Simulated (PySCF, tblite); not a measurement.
# C₇H₃FO₂: dynamics, then NMR shifts on frames

How do NMR shifts of C₇H₃FO₂ (`C#CC1=CC(=O)[C@H](F)C1=O`) change as the atoms move?

Computed with tblite 0.8.0 and PySCF 2.14.0, with density-fitted response routines of our own, on a single molecule in the gas phase. Atoms count from 0, in the outputs and in this text.

## 1. The molecule as given

13 atoms, charge 0, multiplicity 1; geometry from: GFN2-xTB.

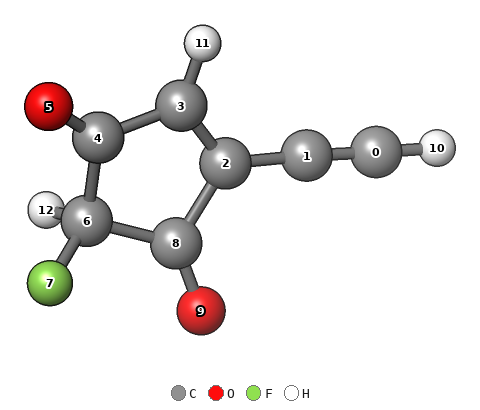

As it starts; carbon grey, oxygen red, fluorine green, hydrogen white, atoms numbered; sticks join atoms by distance.

## 2. Dynamics with GFN2-xTB

The job: settings as JSON, then the geometry in Å.

```
{"job": {"kind": "md", "xc": "GFN2-xTB", "basis": "xTB", "temperature": 300, "steps": 2000, "every": 50, "frames": 5}, "charge": 0, "multiplicity": 1}
C      0.832181     2.998027    -0.871233
C      0.434801     1.914495    -0.531477
C      0.031382     0.635764    -0.131587
C     -1.219853     0.205477     0.140881
C     -1.235748    -1.208697     0.530428
O     -2.147063    -1.839328     0.989349
C      0.180911    -1.736804     0.229033
F      0.662909    -2.582814     1.185809
C      1.024461    -0.465271     0.078229
O      2.214086    -0.375371     0.149256
H      1.163917     3.949605    -1.165253
H     -2.117773     0.798002     0.099296
H      0.171403    -2.292598    -0.720458
```

Method: GFN2-xTB Langevin dynamics, gas phase.

On the command line:

```console
$ OMP_NUM_THREADS=1 python probes_run.py task.json out
```

The driver reads the jobs from task.json and runs them one after another.

Log:

```text
t/fs     T/K      E/eV
    0.0   250.0   -796.04507
   25.0   221.1   -795.78962
   50.0   273.5   -795.68356
   75.0   300.0   -795.77605
  100.0   298.6   -795.62876
  125.0   319.6   -795.62056
  150.0   262.4   -795.44365
  175.0   223.0   -795.51701
  200.0   352.3   -795.71947
  225.0   263.6   -795.62215
  250.0   224.9   -795.69121
  275.0   236.7   -795.75862
  300.0   275.8   -795.74203
  325.0   248.5   -795.53658
  350.0   267.9   -795.50272
  375.0   242.6   -795.57082
  400.0   347.1   -795.60279
  425.0   353.7   -795.57857
  450.0   271.1   -795.59525
  475.0   319.7   -795.69198
  500.0   359.2   -795.74502
  525.0   397.6   -795.67405
  550.0   323.0   -795.66004
  575.0   351.8   -795.73739
  600.0   244.4   -795.71256
  625.0   303.9   -795.74702
  650.0   330.4   -795.67389
  675.0   273.4   -795.58535
  700.0   183.0   -795.50001
  725.0   413.2   -795.72789
  750.0   254.5   -795.72075
  775.0   276.6   -795.66655
  800.0   203.4   -795.58407
  825.0   286.2   -795.59487
  850.0   351.4   -795.53943
  875.0   360.3   -795.45116
  900.0   436.7   -795.58506
  925.0   299.0   -795.34219
  950.0   394.7   -795.59748
  975.0   344.7   -795.58549
 1000.0   301.3   -795.55747
```

It took 12 s on 1 thread of Arm Neoverse V1, shared host; peak memory 0.18 GiB.

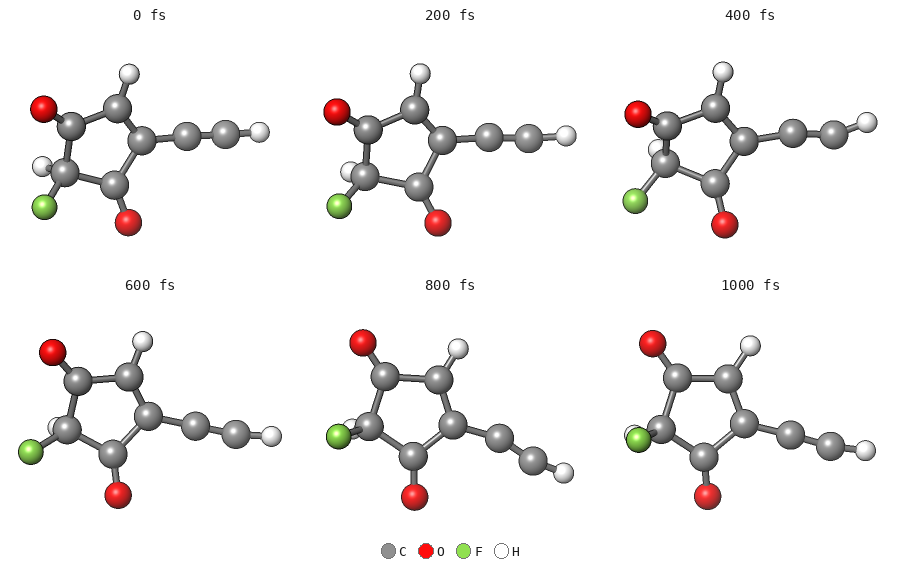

Frames of the run.

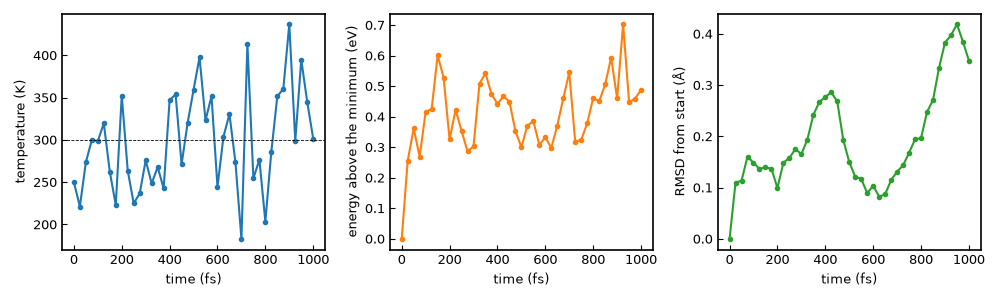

Temperature, potential energy and distance from the start.

Positions (Å) and forces (eV/Å) at 1000 fs:

```xyz
13

C     0.874    2.109    0.929   -0.890   -1.134   -0.055
C     0.203    1.098    0.934    1.449    1.672   -0.234
C    -0.461   -0.085    0.771   -1.530   -0.991    0.026
C    -1.771   -0.177    0.391   -0.490    0.924   -0.469
C    -2.226   -1.565    0.397   -1.813   -0.212    0.204
O    -3.359   -1.976    0.168    1.781    0.524    0.206
C    -1.041   -2.418    0.891    0.418   -1.241   -2.477
F    -1.334   -3.137    1.984    0.073   -0.076    0.703
C     0.127   -1.458    0.916    2.943    0.742   -0.123
O     1.345   -1.658    0.815   -2.952   -0.081    0.499
H     1.323    3.038    0.853    0.391    0.533    0.165
H    -2.439    0.695    0.084    1.011   -1.370    0.562
H    -0.780   -3.185    0.053   -0.393    0.710    0.993
```

## 3. NMR shieldings: 250 fs, PBE0/pcSseg-1

The job: settings as JSON, then the geometry in Å.

```
{"job": {"kind": "nmr", "xc": "PBE0", "basis": "pcSseg-1", "pop": false}, "charge": 0, "multiplicity": 1}
C      0.361300     3.072600    -0.337900
C     -0.020700     1.940500    -0.061000
C     -0.341800     0.620300     0.183500
C     -1.516600    -0.024700     0.230800
C     -1.396200    -1.450000     0.404600
O     -2.276700    -2.222900     0.667200
C      0.116400    -1.755900     0.090000
F      0.668600    -2.750200     0.843600
C      0.736000    -0.406400     0.380700
O      1.906400    -0.235700     0.632200
H      0.518100     4.112000    -0.530300
H     -2.421500     0.508900    -0.115600
H      0.147600    -1.893100    -1.039600
```

With the program's defaults for keys left out, this is: GIAO PBE0/pcSseg-1 NMR shielding, non-relativistic, gas phase.

Log:

```text
coarse grid: 12720 points
cycle   1  E = -517.7200675833  dE =  2.084e+00  |g| = 1.203e+00  |ddm| = 3.862e+00
cycle   2  E = -516.3241901262  dE =  1.396e+00  |g| = 2.945e+00  |ddm| = 5.616e+00
cycle   3  E = -517.9954428723  dE = -1.671e+00  |g| = 2.056e-01  |ddm| = 4.423e+00
cycle   4  E = -517.9952045783  dE =  2.383e-04  |g| = 2.071e-01  |ddm| = 3.308e-01
cycle   5  E = -518.0046599326  dE = -9.455e-03  |g| = 6.556e-02  |ddm| = 1.844e-01
cycle   6  E = -518.0056369133  dE = -9.770e-04  |g| = 1.546e-02  |ddm| = 5.920e-02
cycle   7  E = -518.0056796359  dE = -4.272e-05  |g| = 5.050e-03  |ddm| = 1.547e-02
cycle   8  E = -518.0056838465  dE = -4.211e-06  |g| = 1.703e-03  |ddm| = 6.200e-03
final grid: 128592 points
cycle   9  E = -518.0945115316  dE = -1.225e-07  |g| = 1.647e-02  |ddm| = 5.968e-02
cycle  10  E = -518.0943095214  dE =  2.020e-04  |g| = 3.682e-02  |ddm| = 5.385e-02
cycle  11  E = -518.0945609540  dE = -2.514e-04  |g| = 2.194e-03  |ddm| = 3.918e-02
cycle  12  E = -518.0945620088  dE = -1.055e-06  |g| = 8.366e-04  |ddm| = 2.192e-03
cycle  13  E = -518.0945621803  dE = -1.715e-07  |g| = 2.223e-04  |ddm| = 7.651e-04
cycle  14  E = -518.0945621909  dE = -1.058e-08  |g| = 7.341e-05  |ddm| = 2.882e-04
cycle  15  E = -518.0945621919  dE = -1.043e-09  |g| = 2.366e-05  |ddm| = 7.596e-05
cycle  16  E = -518.0945621920  dE = -1.198e-10  |g| = 6.810e-06  |ddm| = 3.098e-05
converged SCF energy = -518.0945621920

GIAO shielding tensors (ppm)
atom      isotropic    diamagn.    paramagn.     s11        s22        s33       span
  0 C       61.714     260.091    -198.378     16.576     23.845    144.720    128.144
  1 C      106.812     245.205    -138.393      8.348     11.857    300.230    291.882
  2 C       37.908     266.253    -228.345    -80.096     51.216    142.603    222.699
  3 C       38.897     250.536    -211.639    -93.336     68.522    141.505    234.841
  4 C      -12.241     249.032    -261.274    -95.303    -21.124     79.704    175.007
  5 O     -358.929     391.547    -750.476  -1073.033   -385.426    381.672   1454.704
  6 C       88.174     252.838    -164.664     69.813     73.934    120.776     50.962
  7 F      395.082     465.671     -70.589    382.153    387.139    415.954     33.801
  8 C      -17.535     243.433    -260.968   -105.110    -22.409     74.914    180.024
  9 O     -351.970     397.136    -749.106  -1036.079   -405.711    385.880   1421.960
 10 H       26.414      31.716      -5.302     23.720     24.212     31.310      7.591
 11 H       24.204      29.687      -5.484     20.354     23.342     28.915      8.560
 12 H       25.901      27.552      -1.651     23.326     26.538     27.839      4.513
```

Run time: 23 s. Hardware: 1 thread of Arm Neoverse V1, shared host; peak memory 0.82 GiB.

The references, computed at this level on geometries of the same kind, shield at (ppm): ¹H TMS 31.72, ¹³C TMS 186.9, ¹⁹F CFCl3 170.9, ¹⁷O H2O 336.1. Their shielding less the atom's gives the shift. The references are single molecules in the gas phase, so shifts against H2O, NH3, PH3, H3PO4 or CFCl3 are not on the usual liquid scales and can be off by tens of ppm. Each atom is listed at this fixed geometry, with no averaging over motion; a spectrum would average atoms that exchange fast.

```csv
atoms,environment,σ (ppm),δ (ppm)
C8,ketone carbonyl carbon,-17.5,204.5
C4,ketone carbonyl carbon,-12.2,199.2
C2,β carbon of a C=C–C=O unit,37.9,149.0
C3,β carbon of a C=C–C=O unit,38.9,148.0
C0,terminal alkyne carbon,61.7,125.2
C6,"sp3 CH bonded to F, α to a carbonyl",88.2,98.8
C1,alkyne carbon,106.8,80.1
H11,hydrogen on a β carbon of a C=C–C=O unit,24.20,7.51
H12,"hydrogen on an sp3 CH bonded to F, α to a carbonyl",25.90,5.82
H10,hydrogen on a terminal alkyne carbon,26.41,5.30
O5,ketone oxygen,-358.9,695.0
O9,ketone oxygen,-352.0,688.0
F7,fluorine on an sp3 carbon,395.1,-224.1
```

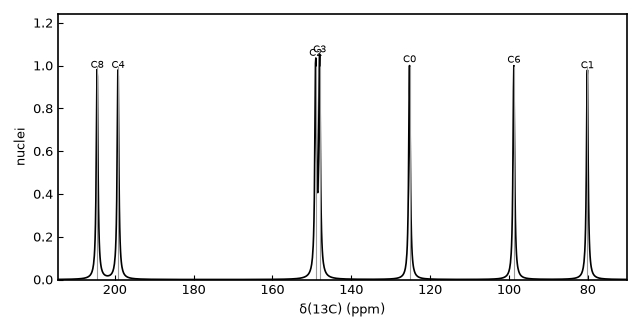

¹³C lines at the computed shifts, without couplings. Lines are broadened to a width of 0.50 ppm (Lorentzian).

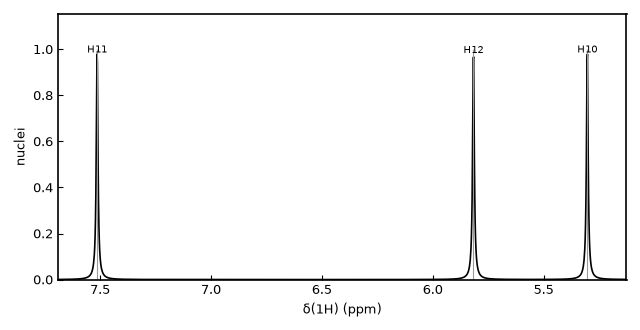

¹H lines at the computed shifts, without couplings. Lines are broadened to a width of 0.01 ppm (Lorentzian).

Ring of atoms C2, C3, C4, C6, C8: NICS(0) 4.6, NICS(1) -3.2, NICS(1)zz -3.0 ppm (means of both faces).

## 4. NMR shieldings: 425 fs, PBE0/pcSseg-1

The job: settings as JSON, then the geometry in Å.

```
{"job": {"kind": "nmr", "xc": "PBE0", "basis": "pcSseg-1", "pop": false}, "charge": 0, "multiplicity": 1}
C      0.195800     2.822800     0.147100
C     -0.115200     1.677800     0.394000
C     -0.507000     0.365100     0.556400
C     -1.788400    -0.148800     0.629200
C     -1.738800    -1.657400     0.680800
O     -2.504800    -2.384000     1.229400
C     -0.324200    -1.941600     0.159500
F      0.188900    -3.165600     0.533400
C      0.476400    -0.791700     0.592600
O      1.592900    -0.811000     0.998800
H      0.844500     3.708800     0.048100
H     -2.628700     0.442200     0.881300
H     -0.294100    -1.855700    -0.947400
```

Method: GIAO PBE0/pcSseg-1 NMR shielding, non-relativistic, gas phase.

Log:

```text
coarse grid: 12720 points
cycle   1  E = -517.7162629711  dE =  2.115e+00  |g| = 1.202e+00  |ddm| = 3.825e+00
cycle   2  E = -516.2892097443  dE =  1.427e+00  |g| = 2.974e+00  |ddm| = 4.795e+00
cycle   3  E = -517.9882843425  dE = -1.699e+00  |g| = 2.118e-01  |ddm| = 3.766e+00
cycle   4  E = -517.9902558689  dE = -1.972e-03  |g| = 1.943e-01  |ddm| = 3.753e-01
cycle   5  E = -517.9981675506  dE = -7.912e-03  |g| = 6.862e-02  |ddm| = 1.789e-01
cycle   6  E = -517.9992654788  dE = -1.098e-03  |g| = 1.596e-02  |ddm| = 6.100e-02
cycle   7  E = -517.9993153628  dE = -4.988e-05  |g| = 5.272e-03  |ddm| = 1.786e-02
cycle   8  E = -517.9993200602  dE = -4.697e-06  |g| = 1.745e-03  |ddm| = 5.807e-03
final grid: 128592 points
cycle   9  E = -518.0884015550  dE =  1.273e-06  |g| = 1.688e-02  |ddm| = 5.246e-02
cycle  10  E = -518.0881964856  dE =  2.051e-04  |g| = 3.726e-02  |ddm| = 4.983e-02
cycle  11  E = -518.0884537039  dE = -2.572e-04  |g| = 2.179e-03  |ddm| = 3.547e-02
cycle  12  E = -518.0884547666  dE = -1.063e-06  |g| = 8.237e-04  |ddm| = 2.306e-03
cycle  13  E = -518.0884549319  dE = -1.653e-07  |g| = 2.158e-04  |ddm| = 7.593e-04
cycle  14  E = -518.0884549423  dE = -1.039e-08  |g| = 7.754e-05  |ddm| = 2.910e-04
cycle  15  E = -518.0884549435  dE = -1.181e-09  |g| = 2.659e-05  |ddm| = 8.387e-05
cycle  16  E = -518.0884549437  dE = -1.536e-10  |g| = 6.682e-06  |ddm| = 3.138e-05
converged SCF energy = -518.0884549437

GIAO shielding tensors (ppm)
atom      isotropic    diamagn.    paramagn.     s11        s22        s33       span
  0 C       63.654     268.135    -204.481     10.881     30.859    149.222    138.341
  1 C      100.603     247.747    -147.144     -1.625      6.206    297.227    298.852
  2 C       32.162     267.554    -235.392    -84.995     42.880    138.601    223.595
  3 C       25.000     249.017    -224.017   -100.546     43.148    132.397    232.943
  4 C       -3.638     252.285    -255.923    -89.676    -11.136     89.897    179.573
  5 O     -311.928     389.761    -701.689   -963.112   -363.450    390.777   1353.889
  6 C       90.899     251.736    -160.837     65.013     74.180    133.505     68.492
  7 F      405.514     463.836     -58.323    388.172    406.968    421.401     33.230
  8 C       -3.881     244.299    -248.180    -91.410     -1.119     80.885    172.294
  9 O     -270.212     397.702    -667.915   -871.575   -348.299    409.237   1280.812
 10 H       25.406      30.697      -5.291     22.839     23.050     30.330      7.491
 11 H       24.550      31.094      -6.544     19.879     24.750     29.021      9.142
 12 H       25.751      28.307      -2.556     22.261     25.752     29.240      6.979
```

Run time: 23 s. Hardware: 1 thread of Arm Neoverse V1, shared host; peak memory 0.82 GiB.

Key values: δ C8 190.8, C4 190.6, C3 161.9, C2 154.8, H11 7.17, H10 6.31 ppm.

[end of part 1 of 2]
